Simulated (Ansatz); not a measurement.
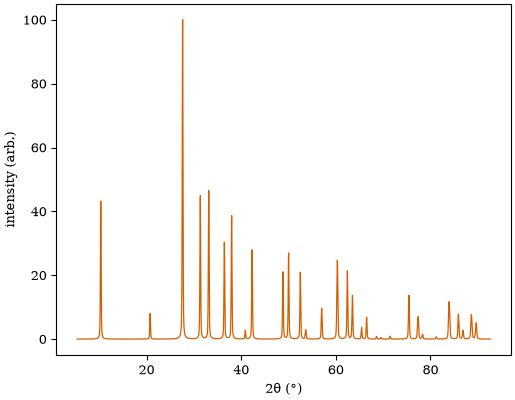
Figure: Simulated powder pattern, Cu Kα, λ = 1.54184 Å

The pattern belongs to a structure relaxed with DFT-PBEsol in the program Ansatz with PAW potentials.

Q: Pick the material that matches.
(A) Si3N4, P6_3/m (Si on 6h, N on 2d, N on 6h)
(B) SiMo2N, P6_3/mmc (Si on 2d, Mo on 4f, N on 2a)
(C) LaSiO, P4/nmm (La on 2c, Si on 2a, O on 2c)
(D) Al3SiCN3, P3m1 (Pearson symbol hP8)

A: C, LaSiO, P4/nmm (La on 2c, Si on 2a, O on 2c)

The start of the workflow was typed in or built on a structure type; neither database checked (COD, Materials Project) lists it. Its standing as an ambient phase is unchecked. Symmetry was held in the PBEsol relaxation; its stability against distortions is not shown here. Scalar-relativistic: spin–orbit coupling is off unless named, which matters more the heavier the elements.

Potentials: the earlier of the program's two PAW sets. The files were generated under PBE; for other functionals the program regenerates the frozen cores, and for LDA and PBEsol the local potential too.
